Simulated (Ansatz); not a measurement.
**AlBH5N: ladder of basis sets**

How does the energy of AlBH5N converge with the basis? Aim: a ladder of basis sets, for AlBH5N, run from a script. SMILES: B[NH][AlH2].

All numbers are computed with Ansatz 0.2.0 through its Python package. The levels of theory stand in the script.

## (1) The structure

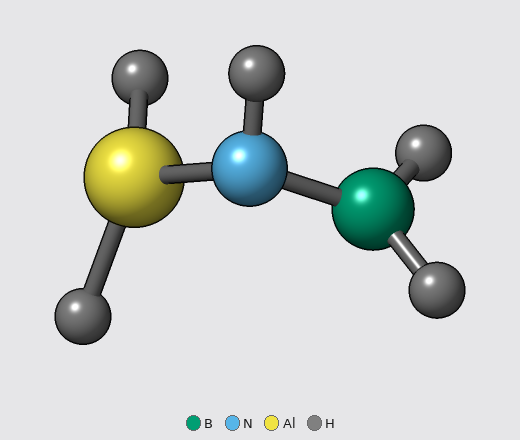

The starting structure, viewed from a chosen angle; boron teal, nitrogen blue, aluminium yellow, hydrogen grey.

The script holds or builds the structure itself.

## (2) The code

albh5n.py reads:

```python
from dataclasses import dataclass

import ansatz as az
from ase import Atoms


@dataclass
class Settings:
    method: str = "mp2"


cfg = Settings()

atoms = Atoms(["B", "N", "Al", "H", "H", "H", "H", "H"], positions=[
    [-0.6804, 0.7855, -0.7018],
    [0.1838, 0.8034, 0.4996],
    [0.9481, -0.9303, 0.5786],
    [-1.5846, 0.1126, -0.7818],
    [-0.607, 1.6785, -1.5369],
    [-0.4196, 0.9287, 1.3425],
    [2.1635, -1.2879, -0.4455],
    [0.0884, -2.1477, 0.9896],
])
albh5n = az.Crystal.molecule_from_ase(atoms)

setup = albh5n.calculation().correlation(cfg.method)

energies = {}
for basis in ["cc-pVDZ", "cc-pVTZ"]:
    data = setup.basis(gaussian=basis).run(threads=1).report
    size = data["n_frozen"] + data["n_occupied"][0] + data["n_virtual"][0]
    energies[basis] = (data["reference_energy_ev"] / 27.211386246, data["free_energy_ev"] / 27.211386246)
    print(f"{basis:14s} {size:4d} orbitals  reference {energies[basis][0]:14.6f} Ha  total {energies[basis][1]:14.6f} Ha")

small, large = (energies[b][1] - energies[b][0] for b in ("cc-pVDZ", "cc-pVTZ"))
limit = (3 ** 3 * large - 2 ** 3 * small) / (3 ** 3 - 2 ** 3)
print(f"correlation energy: {small:.6f} and {large:.6f} Ha, extrapolated {limit:.6f} Ha")
print(f"share caught by the larger set: {100 * large / limit:.1f} %")
```

## (3) The input behind the calls

The package turns the script's settings into the engine's input (first run):

```yaml
crystal:
  periodic: [false, false, false]
  atoms:
    - { symbol: B, position_ang: [-0.6804, 0.7855, -0.7018] }
    - { symbol: "N", position_ang: [0.1838, 0.8034, 0.4996] }
    - { symbol: Al, position_ang: [0.9481, -0.9303, 0.5786] }
    - { symbol: H, position_ang: [-1.5846, 0.1126, -0.7818] }
    - { symbol: H, position_ang: [-0.607, 1.6785, -1.5369] }
    - { symbol: H, position_ang: [-0.4196, 0.9287, 1.3425] }
    - { symbol: H, position_ang: [2.1635, -1.2879, -0.4455] }
    - { symbol: H, position_ang: [0.0884, -2.1477, 0.9896] }
basis:
  gaussian:
    orbitals: cc-pVDZ
correlation:
  method: mp2
```

## (4) The run

Run with:

```bash
> python albh5n.py
```

Log:

```text
cc-pVDZ          71 orbitals  reference    -323.944747 Ha  total    -324.269497 Ha
cc-pVTZ         164 orbitals  reference    -323.986052 Ha  total    -324.386902 Ha
correlation energy: -0.324750 and -0.400849 Ha, extrapolated -0.432891 Ha
share caught by the larger set: 92.6 %
```

Wall time 3.7 s (1 thread of Arm Neoverse V1, shared host); peak memory 0.32 GiB.

## (5) What changed from run to run

The engine's inputs for the other runs:

Run 2, against run 1:

```diff
@@ -14 +14 @@
-    orbitals: cc-pVDZ
+    orbitals: cc-pVTZ
```

## (6) The engine's runs

One row for each of the 2 runs:

| run | basis | energy (eV) | iterations in all | CPU time (s) |
| --- | --- | --- | --- | --- |
| 1 | cc-pVDZ | -8823.8225 | 11 | 0.58 |
| 2 | cc-pVTZ | -8827.0173 | 12 | 2.6 |

Correlation energies (total less mean field):

| basis | correlation (eV) | share of the last | miss against the last (eV) | CPU time (s) |
| --- | --- | --- | --- | --- |
| cc-pVDZ | -8.837 | 81.0 % | +2.071 | 0.58 |
| cc-pVTZ | -10.908 | 100.0 % | +0.000 | 2.6 |

## (7) Outcome

| quantity | value |
| --- | --- |
| extrapolated correlation energy | -0.432891 Ha |
| runs compared | 2 |
| correlation energy, last run | -10.908 eV |

In words: Against cc-pVDZ: cc-pVTZ -117.4 mHa. The last step alone is -117.40 mHa. From the first set to the last the time grows from 0.6 to 2.6 s. Notes:
- The drop along the ladder measures the basis error, and is no property of the molecule.
- The geometry is a force-field or estimated start, not a minimum of this method, and the last set is no limit. Much of the fall in a total is atomic energy, which cancels in bond and reaction energies.
- Inner cores stay frozen, so this is valence correlation.
- For Al to Cl the sets with a tight d function, cc-pV(X+d)Z, are usual.
- An extrapolation from small basis sets is rough.
